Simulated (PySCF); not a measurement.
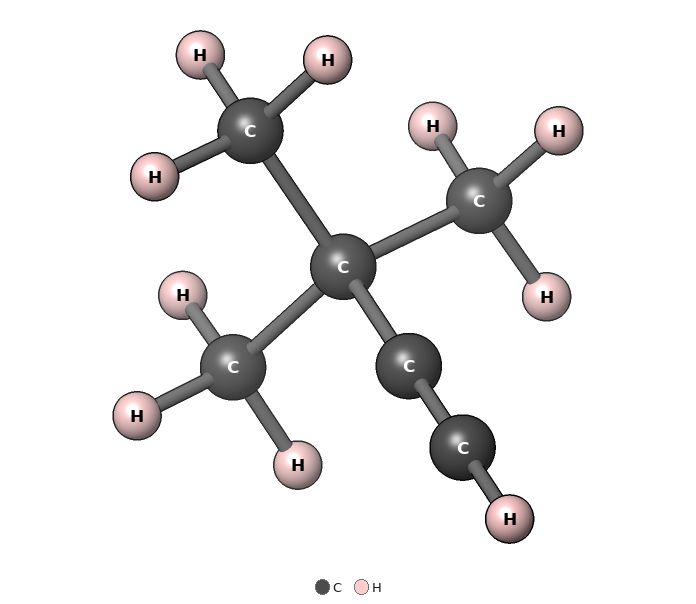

The computed structure is the end point of a GFN2-xTB optimisation. No frequency run is at hand to confirm it as a minimum. Properties computed with PBE0/pcSseg-1, gas phase (PySCF 2.14.0).

Estimate the LUMO energy (Kohn–Sham orbital).

1.40 eV.

Estimate the HOMO energy (Kohn–Sham orbital).

−7.68 eV.

Estimate the dipole moment.

0.71 D.
